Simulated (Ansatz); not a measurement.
Given this structure, the input geometry of an electronic-structure calculation (not necessarily at equilibrium), written in its standard cell:

```yaml
crystal:
  lattice:
    - [3.97043, 0.00000, 0.00000]
    - [0.00000, 3.97043, 0.00000]
    - [0.00000, 0.00000, 3.97043]
  atoms:
    - { symbol: Pt, position: [0.00000, 0.00000, 0.00000] }
    - { symbol: Pt, position: [0.00000, 0.50000, 0.50000] }
    - { symbol: Pt, position: [0.50000, 0.00000, 0.50000] }
    - { symbol: Pt, position: [0.50000, 0.50000, 0.00000] }
```

Predict the [110] zone-axis pattern (120 kV, kinematic, B = 0.5 Å²).

The spots form a centred rectangular net with both shortest vectors at d = 2.29 Å, 70.5° apart. They are -1 1 -1 and -1 1 1. The pattern has symmetry 2mm. The lattice centring (F) removes all reflections that break h + k = 2n, h + l = 2n.

Strongest reflections with d > 0.80 Å, one of each family (|F|² from tabulated Gaussian fits of the electron scattering factors, times a small damping for the curvature of the Ewald sphere):

| hkl | d (Å) | I (strongest = 100) |
| --- | --- | --- |
| 1 -1 1 | 2.292 | 100 |
| 0 0 2 | 1.985 | 80 |
| 2 -2 0 | 1.404 | 41 |
| 1 -1 3 | 1.197 | 28 |
| 2 -2 2 | 1.146 | 25 |
| 0 0 4 | 0.993 | 17 |

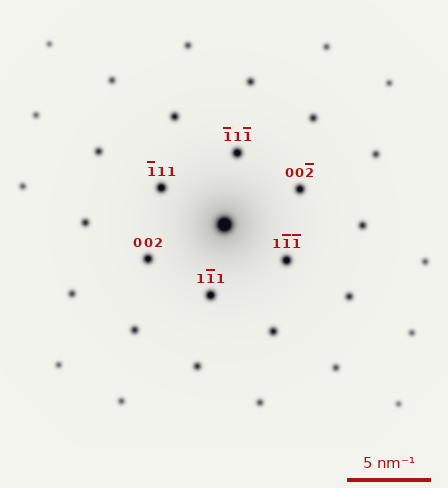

Calculated pattern, seen from the source side with [110] pointing towards the source.
